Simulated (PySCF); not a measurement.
# quartet CH3BBr at 5 levels

Aim: a comparison of 5 runs (U-revPBE/aug-cc-pVDZ, UB3LYP/aug-cc-pVDZ, UM06-2X/aug-cc-pVDZ, UPBE0/aug-cc-pVDZ, UTPSS/aug-cc-pVDZ) of quartet CH3BBr. 

The calculation is run with PySCF 2.14.0.

2 further runs of the same task are left out: 2 set aside as unsound or not needed.

### 1 The structure to begin with

CH3BBr: 6 atoms, total charge 0, spin state quartet. SMILES of the parent species: `C[B]Br`. The coordinates come from a PBE0-D4/def2-TZVP relaxation. That shape belongs to the parent species and isn't relaxed for this state.

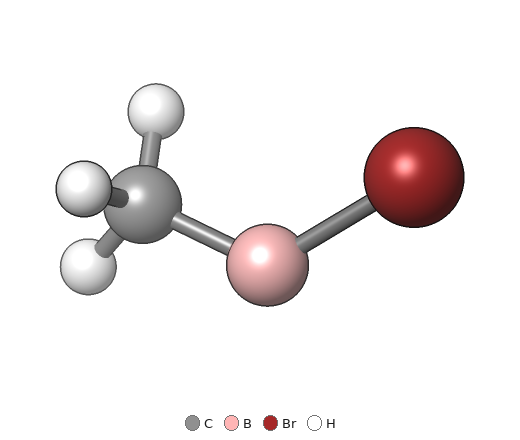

The structure, seen from a chosen angle (carbon grey, boron pink, bromine red, hydrogen white).

### 2 The energy at U-revPBE/aug-cc-pVDZ (run 1)

The input, input.py:

```python
from pyscf import gto, dft

system = gto.Mole()
system.atom = [
    ('C', (-0.320400, 0.337300, -0.311000)),
    ('B', (0.157600, -1.056200, 0.144200)),
    ('Br', (1.616800, -1.419300, 1.288500)),
    ('H', (-1.026400, 0.687700, 0.455600)),
    ('H', (0.485000, 1.076000, -0.369800)),
    ('H', (-0.870300, 0.310400, -1.253600)),
]
system.max_memory = 1860
system.spin = 3
system.basis = 'aug-cc-pvdz'
system.verbose = 3
system.build()

mf = dft.UKS(system)
mf.xc = 'revpbe'
mf.conv_tol = 1e-10
mf.grids.level = 5
mf.kernel()
if not mf.converged:
    mf = mf.newton().run(mf.mo_coeff, mf.mo_occ)

etot = mf.e_tot
print('E(%s) = %.9f' % ('REVPBE', etot))
```

Command:

```console
OMP_NUM_THREADS=1 python input.py
```

Log:

```text
WARN: HOMO -0.108513413902934 >= LUMO -0.313601112426743

WARN: HOMO -0.0381127143519233 >= LUMO -0.15834658541191

WARN: HOMO -0.121775671029808 >= LUMO -0.312898844217812

WARN: HOMO -0.083537393384336 >= LUMO -0.297592808873056

WARN: HOMO -0.0920533068710072 >= LUMO -0.29442008740043

WARN: HOMO -0.0925329084607642 >= LUMO -0.294309276034755

WARN: HOMO -0.0941619290057512 >= LUMO -0.296296011546368

WARN: HOMO -0.0941552452601062 >= LUMO -0.295590867153626

WARN: HOMO -0.0940778414373655 >= LUMO -0.295552643008556

WARN: HOMO -0.0940818978757045 >= LUMO -0.29552442925203

WARN: HOMO -0.094087841825798 >= LUMO -0.295529849246677

WARN: HOMO -0.094090475602516 >= LUMO -0.295532897735049

WARN: HOMO -0.0940896718976978 >= LUMO -0.295532218009056

WARN: HOMO -0.0940892334731309 >= LUMO -0.295532371955523

WARN: HOMO -0.0940905504463645 >= LUMO -0.295532666877616

converged SCF energy = -2638.43115650511  <S^2> = 3.753856  2S+1 = 4.0019275
E(REVPBE) = -2638.431156505
```

Wall time 23 s (1 thread of Intel Xeon 6975P-C (Granite Rapids), shared host); peak memory 0.6 GiB.

### 3 A single-point energy at UB3LYP/aug-cc-pVDZ (run 2)

The input, start.xyz:

```xyz
6

C     -0.320400     0.337300    -0.311000
B      0.157600    -1.056200     0.144200
Br     1.616800    -1.419300     1.288500
H     -1.026400     0.687700     0.455600
H      0.485000     1.076000    -0.369800
H     -0.870300     0.310400    -1.253600
```

The input, job.py:

```python
from pyscf import gto, dft

mol = gto.Mole()
mol.atom = 'start.xyz'
mol.verbose = 3
mol.charge = 0
mol.basis = 'aug-cc-pvdz'
mol.spin = 3
mol.max_memory = 1860
mol.build()

mf = dft.UKS(mol)
mf.xc = 'b3lyp'
mf.grids.level = 5
mf.conv_tol = 1e-10
mf.kernel()
if not mf.converged:
    mf = mf.newton().run(mf.mo_coeff, mf.mo_occ)

e_tot = mf.e_tot
print(f'total energy: {e_tot:.8f} hartree')
```

Command:

```console
OMP_NUM_THREADS=1 python job.py
```

Log:

```text
WARN: HOMO -0.0877150145965881 >= LUMO -0.339918058671469

WARN: HOMO -0.0696640021335555 >= LUMO -0.235927231672278

WARN: HOMO -0.124597482037233 >= LUMO -0.289319409722889

WARN: HOMO -0.122814156441494 >= LUMO -0.286791022245425

WARN: HOMO -0.121201870768521 >= LUMO -0.279916125111121

WARN: HOMO -0.121964872856112 >= LUMO -0.279908435874397

WARN: HOMO -0.122081799539143 >= LUMO -0.279625584855709

WARN: HOMO -0.12225491470038 >= LUMO -0.279522004865959

WARN: HOMO -0.122279067729829 >= LUMO -0.279478535558817

WARN: HOMO -0.122341458709107 >= LUMO -0.279469512297454

WARN: HOMO -0.122359254940507 >= LUMO -0.279438803239467

WARN: HOMO -0.122365167877794 >= LUMO -0.279457708762972

WARN: HOMO -0.122368782291793 >= LUMO -0.279435242220228

WARN: HOMO -0.122373162627817 >= LUMO -0.279449428432515

WARN: HOMO -0.122372553693478 >= LUMO -0.279449299664678

WARN: HOMO -0.122373266083452 >= LUMO -0.279450461826645

WARN: HOMO -0.122373426073176 >= LUMO -0.279450183116137

converged SCF energy = -2638.69032315456  <S^2> = 3.7542135  2S+1 = 4.0021062
total energy: -2638.69032315 hartree
```

Wall time 27 s (1 thread of Intel Xeon 6975P-C (Granite Rapids), shared host); peak memory 0.6 GiB.

Runs 3 to 4 aren't shown in full; the table further down has their settings and results.

### 4 The energy at UTPSS/aug-cc-pVDZ (run 5)

The input, run.py:

```python
from pyscf import gto, dft

mol = gto.M(
    atom='''
C     -0.320400     0.337300    -0.311000
B      0.157600    -1.056200     0.144200
Br     1.616800    -1.419300     1.288500
H     -1.026400     0.687700     0.455600
H      0.485000     1.076000    -0.369800
H     -0.870300     0.310400    -1.253600
''',
    max_memory=1860,
    verbose=3,
    basis='aug-cc-pvdz',
    spin=3,
)

mf = dft.UKS(mol)
mf.xc = 'tpss'
mf.conv_tol = 1e-10
mf.grids.level = 5
mf.kernel()
if not mf.converged:
    mf = mf.newton().run(mf.mo_coeff, mf.mo_occ)

energy = mf.e_tot
print('Final energy', energy)
```

Command:

```console
OMP_NUM_THREADS=1 python run.py
```

Log:

```text
WARN: HOMO -0.108337464944532 >= LUMO -0.319632683753862

WARN: HOMO -0.032488463103859 >= LUMO -0.16977782310957

WARN: HOMO -0.125641162350637 >= LUMO -0.315461819710122

WARN: HOMO -0.0882860420623888 >= LUMO -0.300247320839539

WARN: HOMO -0.0952983725481884 >= LUMO -0.295295154384468

WARN: HOMO -0.0960131056598961 >= LUMO -0.295428817929003

WARN: HOMO -0.0979481599016174 >= LUMO -0.297436906616993

WARN: HOMO -0.097893927854261 >= LUMO -0.296698792445652

WARN: HOMO -0.0978024298495006 >= LUMO -0.296623948158721

WARN: HOMO -0.0978133004803956 >= LUMO -0.296594458492284

WARN: HOMO -0.0978209047357428 >= LUMO -0.296607096663582

WARN: HOMO -0.0978249355472816 >= LUMO -0.296609698422256

WARN: HOMO -0.0978237544729934 >= LUMO -0.296608880701332

WARN: HOMO -0.0978238570889833 >= LUMO -0.296609531440717

WARN: HOMO -0.0978249347625191 >= LUMO -0.29660939569913

converged SCF energy = -2638.59245471388  <S^2> = 3.7543209  2S+1 = 4.0021599
Final energy -2638.592454713877
```

It took 47 s on 1 thread of Intel Xeon 6975P-C (Granite Rapids), shared host; peak memory 0.62 GiB.

### 5 All runs side by side

```
run                 level   energy (Eh)  dipole moment (D)  HOMO energy (eV)   ⟨S²⟩  wall time
  1  U-revPBE/aug-cc-pVDZ  -2638.431157               1.69             -2.56  3.754       23 s
  2    UB3LYP/aug-cc-pVDZ  -2638.690323               1.84             -3.33  3.754       27 s
  3   UM06-2X/aug-cc-pVDZ  -2638.668949               2.58             -4.32  3.758       68 s
  4     UPBE0/aug-cc-pVDZ  -2638.278756               1.97             -3.60  3.755       29 s
  5     UTPSS/aug-cc-pVDZ  -2638.592455               1.65             -2.66  3.754       47 s
```

### 6 Summary of results

| quantity | value |
| --- | --- |
| run 5: total energy | -2638.59245 Eh |
| run 5: dipole moment | 1.65 D |
| run 5: HOMO energy (highest over α and β) | -2.66 eV |
| run 5: ⟨S²⟩ | 3.754 |

**Reading.** The dipole moment (its size) runs from 1.65 D (UTPSS/aug-cc-pVDZ) to 2.58 D (UM06-2X/aug-cc-pVDZ). Totals of different functionals can't be ranked against each other. All runs together took 3.2 min, the longest 68 s.
